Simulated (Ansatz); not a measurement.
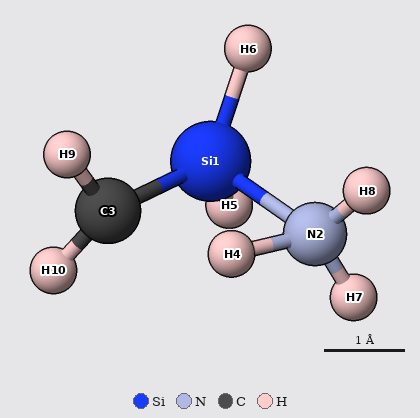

**Figure 1.** The input geometry (ball-and-stick view, seen at a tilt; atoms are numbered from 1 in the order of the input). Bond lengths as drawn: C–H 1.09 Å, C–Si 1.78 Å, H–N 1.02 to 1.19 Å, H–Si 1.49 Å and N–Si 1.90 Å.

Run report: CH$_{7}$NSi, single-point calculation

- system: CH$_{7}$NSi
- method: RKS PBE0-D4/def2-TZVPP (Ansatz 0.2.0)

The geometry is a transition state. The reaction was set up to form N2–H4 and to break Si1–N2 and C3–H4 (atoms counted from 1 in the order of the input); sticks are drawn by distance alone. The geometry comes from this level: PBE0-D4/def2-TZVP.

What the program printed
```
Functional definition: PBE0
  name "PBE0"
  cite "Adamo & Barone, J. Chem. Phys. 110, 6158 (1999) doi:10.1063/1.478522"
  cite "Perdew, Burke & Ernzerhof, Phys. Rev. Lett. 77, 3865 (1996) doi:10.1103/PhysRevLett.77.3865"
  parent pbe
  parameter a = 0.25
  parameter kappa = 0.804
  parameter beta = 0.06672455060314922
  exchange = (1 - a)*pbe_x(kappa = kappa, mu = beta*pi^2/3) + a*exact_x
  correlation = pbe_c(beta = beta)
1039 factors; their error is unknown
mean field evaluation 1: about -10501.3984 eV, gradient 7.0e1 eV
mean field evaluation 2: about -10483.9214 eV, gradient 9.7e1 eV
mean field evaluation 4: about -10511.7806 eV, gradient 7.7e0 eV
mean field evaluation 8: about -10511.9174 eV, gradient 3.3e-1 eV
mean field evaluation 16: about -10511.9175 eV, gradient 2.2e-5 eV
mean field -10511.91754870 eV, -386.3058446810 hartree, gradient 2.2e-5 eV, S^2 0.000000; 0 other end points of the search recorded, 0 dependent functions left out
reference -10511.91757846 eV, -386.3058457749 hartree; 17, 17 occupied and 185, 185 virtual orbitals, 1039 factors
Total energy: -10512.05357678 eV, -386.3108436208 hartree
```

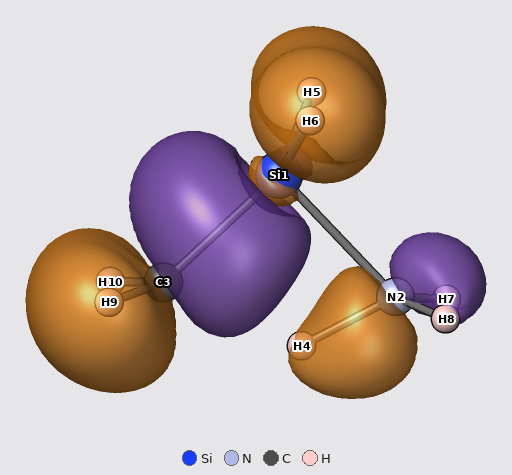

**Figure 2.** One frontier orbital at ±0.1 Å⁻³ᐟ² (orange and purple are the two phases), seen at an oblique angle. The HOMO−1, at −8.74 eV. Its weight (Hirshfeld) is mainly on C3 (40 %) and Si1 (25 %).

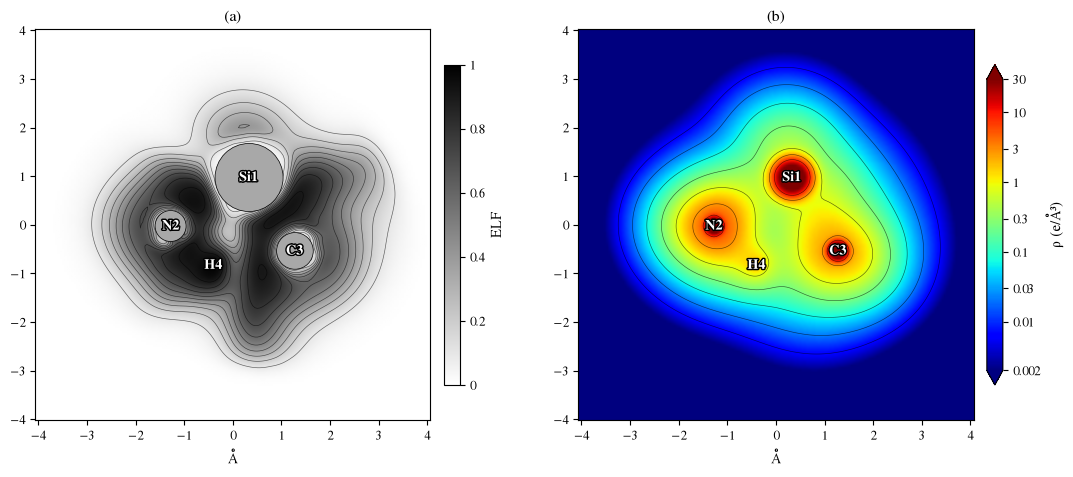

**Figure 3.** (a) ELF; (b) total electron density on the plane of atoms N2, Si1 and C3. Grey discs, where drawn, cover atomic cores. The plane passes through Si, N, C and H nuclei. C–Si (1.78 Å): ρ at the midpoint is about 1.1 e/Å³; the ELF peaks at about 0.90 between the atoms, which marks localised, shared-pair bonding. Si–N (1.90 Å): ρ at the midpoint is about 0.78 e/Å³; the ELF peaks at about 0.90 between the atoms, which marks a shared but strongly polarised pair.

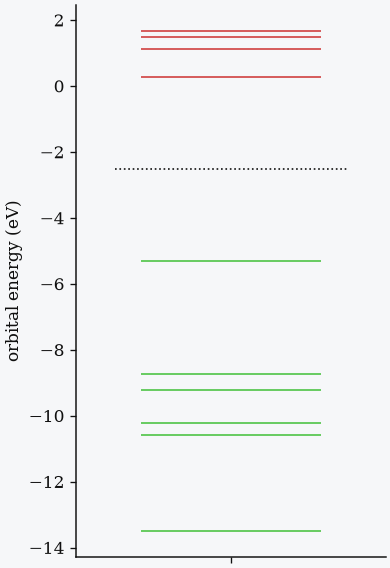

**Figure 4.** Orbital energies near the frontier; the dotted line parts filled from empty levels, and levels within 0.02 eV of each other stand side by side. Highest filled −5.30 eV, lowest empty 0.26 eV, 5.56 eV apart.

The run was set up as follows.

Input file
```yaml
crystal:
  periodic: [false, false, false]
  atoms:
    - {symbol: Si, position_ang: [-0.810633, 0.033819, 0.317094]}
    - {symbol: N, position_ang: [0.821767, 0.998753, 0.248718]}
    - {symbol: C, position_ang: [-0.092836, -1.266400, -0.664284]}
    - {symbol: H, position_ang: [1.014143, -0.000045, -0.371630]}
    - {symbol: H, position_ang: [-1.782654, 1.008625, -0.249747]}
    - {symbol: H, position_ang: [-1.034887, -0.114417, 1.781296]}
    - {symbol: H, position_ang: [0.860532, 1.860079, -0.287280]}
    - {symbol: H, position_ang: [1.369641, 1.097103, 1.097707]}
    - {symbol: H, position_ang: [0.101114, -2.224882, -0.185078]}
    - {symbol: H, position_ang: [-0.446087, -1.392734, -1.686697]}
basis:
  gaussian: {orbitals: def2-TZVPP}
hamiltonian: {xc: pbe0, dispersion: d4}
output: {orbitals: {seedname: orbitals}}
```

Launch command:
```bash
ansatz run in.yaml --threads 2 --pin off --events-out ev --progress --plain --max-ram 4352MiB
```

Results in brief

| quantity | value |
| --- | --- |
| outcome | converged |
| total energy | −10512.0536 eV |
| mean-field energy | −10511.9176 eV |
| dispersion energy | −0.1360 eV |
| SCF solution under orbital rotations | stable |
| HOMO | −5.30 eV |
| LUMO | 0.26 eV |
| hardware | 2 threads of Arm Neoverse V2, 23 GiB of memory available, shared host |
| wall time | 2.3 s (CPU time 4.4 s) |
| peak memory | 0.34 GiB |
